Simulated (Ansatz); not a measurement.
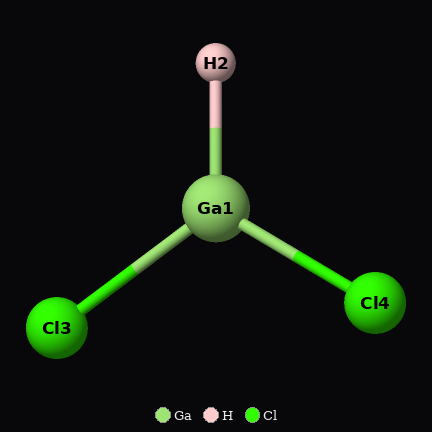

Harmonic vibrations computed with RKS PBE0-D4/def2-TZVP (Ansatz 0.2.0) at a stationary point of the same level.

Question: How many imaginary frequencies does it have?

Answer: A minimum: no imaginary frequency, and the lowest mode lies at 134 cm⁻¹.

Question: How many vibrational modes are there, and where do they lie?

Answer: 6 modes: 134, 415, 444, 445, 604, 2065 cm⁻¹.
